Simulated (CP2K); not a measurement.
**PM3 run of C4H5B (SMILES BC(=C)C#C)**

Aim: the energy difference between two shapes of C4H5B at PM3, from 2 runs. 

The results are computed with CP2K 2026.2.

3 further runs of the same task are left out: 1 that didn't finish, 2 set aside as unsound or not needed.

### 1 The system as given

The species is C4H5B (10 atoms), meant as a singlet with charge 0. As SMILES, `BC(=C)C#C`. The shape is that of a GFN2-xTB optimisation.

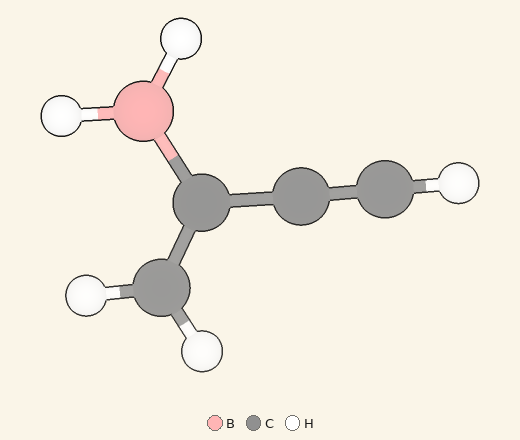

Viewed from a chosen angle; boron pink, carbon grey, hydrogen white.

### 2 Energy and forces at PM3

File molecule.xyz:

```xyz
10

B     -1.555690     0.010560    -0.490660
C     -0.159610    -0.052180     0.184100
C      0.002480    -0.344330     1.487600
C      0.994500     0.209740    -0.602350
C      1.955050     0.422310    -1.291210
H     -2.507830    -0.204710     0.152370
H     -1.652790     0.269160    -1.626360
H     -0.845260    -0.548550     2.120420
H      0.975490    -0.385570     1.954920
H      2.793650     0.623570    -1.888830
```

File job.inp:

```
&global
  project_name job
  run_type ENERGY_FORCE
  print_level MEDIUM
&end global
&force_eval
  method QS
  &dft
    &qs
      method PM3
      eps_default 1.0E-10
      &se
        &coulomb
          cutoff [angstrom] 50
          rc_range [angstrom] 0
        &end coulomb
        &exchange
          cutoff [angstrom] 50
          rc_range [angstrom] 0
        &end exchange
      &end se
    &end qs
    # isolated system
    &poisson
      periodic NONE
      poisson_solver ANALYTIC
    &end poisson
    # self-consistent field
    &scf
      scf_guess ATOMIC
      eps_scf 1.0E-07
      max_scf 100
      added_mos 2
      &diagonalization
        algorithm STANDARD
      &end diagonalization
      &mixing
        method DIRECT_P_MIXING
        alpha 0.4
      &end mixing
    &end scf
    &print
      &moments
        periodic F
        reference COM
        max_moment 1
      &end moments
      &mo ON
        energies T
        occupation_numbers T
        ndigits 6
        &each
          qs_scf 0
        &end each
        add_last NUMERIC
      &end mo
      &hirshfeld OFF
      &end hirshfeld
    &end print
  &end dft
  # structure
  &subsys
    &cell
      abc 15.3 11.2 14
      periodic NONE
    &end cell
    &topology
      coord_file_name molecule.xyz
      coord_file_format XYZ
      &center_coordinates
      &end center_coordinates
    &end topology
  &end subsys
  # extra output
  &print
    &forces ON
    &end forces
  &end print
&end force_eval
```

Run with:

```console
$ OMP_NUM_THREADS=1 cp2k.psmp job.inp > job.out
```

The log of the run:

```text
CP2K| version string:                                       CP2K version 2026.2
[...]
 GLOBAL| Method name                                                        CP2K
[...]
 GLOBAL| Run type                                                   ENERGY_FORCE
[...]
                             - Atoms:                                         10
[...]
                             - Spherical basis functions:                     25
[...]
 Number of electrons:                                                         24
[...]
     1 P_Mix/Diag. 0.40E+00    0.0     0.89596956       -15.1883436371 -1.52E+01
[...]
    21 DIIS/Diag.  0.55E-07    0.0     0.00000006       -22.2609055812 -7.11E-14
  *** SCF run converged in    21 steps ***
  Core-core repulsion energy [eV]:                           1427.27003188812023
  Core Hamiltonian energy [eV]:                              -902.32589579554667
  Two-electron integral energy [eV]:                        -2261.38836571246156
  Electronic energy [eV]:                                   -2033.02007865177711
  Total energy [eV]:                                         -605.75004676365734
  Atomic reference energy [eV]:                               609.21936112477249
  Heat of formation [kcal/mol]:                                80.00429610711653
[...]
 SE_DIPOLE| Moment [Debye]          0.11801131       0.11126642      -0.48999623
 SE_DIPOLE| Derivative [a.u.]       0.00000000       0.00000000       0.00000000
 ENERGY| Total FORCE_EVAL ( QS ) energy [hartree]            -22.260905581165744
 FORCES| Atomic forces [hartree/bohr]
 FORCES|   Atom     x               y               z               |f|
 FORCES|      1  1.50403201E-02 -3.82030945E-04  5.82200225E-03   1.61323553E-02
 FORCES|      2  1.31146830E-02 -1.40354899E-03  1.16024184E-02   1.75664730E-02
 FORCES|      3 -4.47877043E-03  4.44078083E-03 -1.99120263E-02   2.08870465E-02
 FORCES|      4  3.56065927E-03  1.30645536E-03 -1.08165537E-02   1.14622404E-02
 FORCES|      5 -2.20246621E-02 -3.86367902E-03  1.69916854E-02   2.80843574E-02
 FORCES|      6 -9.43899147E-03 -1.21395083E-03  2.46534232E-03   9.83087735E-03
 FORCES|      7 -3.77952993E-03  1.66920436E-03 -8.20294552E-03   9.18473760E-03
 FORCES|      8 -3.32394382E-03 -1.40154539E-03  4.75602883E-03   5.96931673E-03
 FORCES|      9  2.55490029E-03 -6.99862161E-04  3.60460960E-03   4.47331342E-03
 FORCES|     10  8.77533512E-03  1.54817678E-03 -6.31056129E-03   1.09190907E-02
 FORCES| Sum     1.11022302E-16 -1.73472348E-17 -7.14706072E-16
 FORCES| Total atomic force                                       7.23485762E-16
[...]
```

It took 0.26 s on 1 thread of Arm Neoverse V1, shared host.

### 3 The distorted shape at the same level

File molecule.xyz:

```xyz
10

B     -1.575585     0.023790    -0.548280
C     -0.142375     0.015292     0.213051
C     -0.040510    -0.306339     1.443034
C      1.037324     0.229913    -0.602738
C      1.947309     0.479350    -1.293541
H     -2.485983    -0.100515     0.194076
H     -1.666074     0.261190    -1.498061
H     -0.782780    -0.564936     2.086824
H      0.928694    -0.365739     1.956033
H      2.773114     0.585668    -1.831440
```

File mol.inp:

```
&FORCE_EVAL
    METHOD QS
    &DFT
        &QS
            METHOD PM3
            EPS_DEFAULT 1.0E-10
            &SE
                &COULOMB
                    CUTOFF [angstrom] 50
                    RC_RANGE [angstrom] 0
                &END
                &EXCHANGE
                    CUTOFF [angstrom] 50
                    RC_RANGE [angstrom] 0
                &END
            &END
        &END
        ! isolated system
        &POISSON
            PERIODIC NONE
            POISSON_SOLVER ANALYTIC
        &END
        &SCF
            SCF_GUESS ATOMIC
            EPS_SCF 1.0E-07
            MAX_SCF 100
            ADDED_MOS 2
            &DIAGONALIZATION
                ALGORITHM STANDARD
            &END
            &MIXING
                METHOD DIRECT_P_MIXING
                ALPHA 0.4
            &END
        &END
        &PRINT
            &MOMENTS
                PERIODIC F
                REFERENCE COM
                MAX_MOMENT 1
            &END
            &MO ON
                ENERGIES T
                OCCUPATION_NUMBERS T
                NDIGITS 6
                &EACH
                    QS_SCF 0
                &END
                ADD_LAST NUMERIC
            &END
            &HIRSHFELD OFF
            &END
        &END
    &END
    &SUBSYS
        ! vacuum box
        &CELL
            ABC 15.3 11.2 13.9
            PERIODIC NONE
        &END
        &TOPOLOGY
            COORD_FILE_NAME molecule.xyz
            COORD_FILE_FORMAT XYZ
            &CENTER_COORDINATES
            &END
        &END
    &END
    ! extra output
    &PRINT
        &FORCES ON
        &END
    &END
&END
&GLOBAL
    PROJECT_NAME mol
    RUN_TYPE ENERGY_FORCE
    PRINT_LEVEL MEDIUM
&END
```

Run with:

```console
$ OMP_NUM_THREADS=1 cp2k.psmp -i mol.inp > mol.out 2>&1
```

The log of the run:

```text
CP2K| version string:                                       CP2K version 2026.2
[...]
 GLOBAL| Method name                                                        CP2K
[...]
 GLOBAL| Run type                                                   ENERGY_FORCE
[...]
                             - Atoms:                                         10
[...]
                             - Spherical basis functions:                     25
[...]
 Number of electrons:                                                         24
[...]
     1 P_Mix/Diag. 0.40E+00    0.0     0.89326483       -15.0142830991 -1.50E+01
[...]
    21 DIIS/Diag.  0.56E-07    0.0     0.00000006       -22.2105523883 -9.24E-14
  *** SCF run converged in    21 steps ***
  Core-core repulsion energy [eV]:                           1441.47696695958462
  Core Hamiltonian energy [eV]:                              -904.07486234761927
  Two-electron integral energy [eV]:                        -2283.56394263342418
  Electronic energy [eV]:                                   -2045.85683366433113
  Total energy [eV]:                                         -604.37986670474686
  Atomic reference energy [eV]:                               609.21936112477249
  Heat of formation [kcal/mol]:                               111.60140139736852
[...]
 SE_DIPOLE| Moment [Debye]          0.38576516       0.43197258      -0.18650806
 SE_DIPOLE| Derivative [a.u.]       0.00000000       0.00000000       0.00000000
 ENERGY| Total FORCE_EVAL ( QS ) energy [hartree]            -22.210552388320650
 FORCES| Atomic forces [hartree/bohr]
 FORCES|   Atom     x               y               z               |f|
 FORCES|      1  5.05189857E-02 -3.93509899E-02  2.16683318E-01   2.25947624E-01
 FORCES|      2 -4.03621130E-03  1.29261402E-02 -1.14334969E-01   1.15134101E-01
 FORCES|      3  5.74989140E-02 -9.20025789E-03  5.94235621E-02   8.31981345E-02
 FORCES|      4 -7.28536802E-02 -2.41218248E-03  4.28407400E-02   8.45506141E-02
 FORCES|      5 -5.76891466E-03 -6.52983372E-03  7.53177452E-03   1.15172363E-02
 FORCES|      6 -6.23874768E-03 -2.21076480E-03 -5.02110647E-03   8.30788564E-03
 FORCES|      7 -2.27381451E-02  4.57557199E-02 -1.98415299E-01   2.04888360E-01
 FORCES|      8 -4.75565513E-02 -1.10687847E-02  3.08584052E-02   5.77614468E-02
 FORCES|      9 -1.17175920E-04  6.09967240E-04 -2.42788252E-03   2.50607337E-03
 FORCES|     10  5.12915264E-02  1.14809862E-02 -3.71385430E-02   6.43576344E-02
 FORCES| Sum    -2.77555756E-17  1.59594560E-16 -4.44089210E-16
 FORCES| Total atomic force                                       4.72711351E-16
[...]
```

Wall time 0.26 s (1 thread of Arm Neoverse V1, shared host).

### 4 What came out

At PM3:

| quantity | value |
| --- | --- |
| first shape: total energy | -22.26091 Eh |
| first shape: dipole moment | 0.52 D |
| first shape: HOMO energy | -9.82 eV |
| first shape: LUMO energy | -0.05 eV |
| first shape: HOMO–LUMO gap | 9.77 eV |
| first shape: heat of formation at this unrelaxed shape | 80.0 kcal/mol |
| first shape: largest force on an atom | 1.444 eV/Å |
| distorted shape: total energy | -22.21055 Eh |
| distorted shape: dipole moment | 0.61 D |
| distorted shape: HOMO energy | -10.22 eV |
| distorted shape: LUMO energy | 0.28 eV |
| distorted shape: HOMO–LUMO gap | 10.50 eV |
| distorted shape: heat of formation at this unrelaxed shape | 111.6 kcal/mol |
| distorted shape: largest force on an atom | 11.619 eV/Å |
| energy change with the atoms displaced | 1.370 eV |

What this shows: With the atoms displaced the energy rises by 1.37 eV (132 kJ/mol). The first shape isn't relaxed at this level, so the change isn't measured from a minimum. The largest force (first shape) is 1.44 eV/Å: the shape isn't a stationary point for this species at this level.
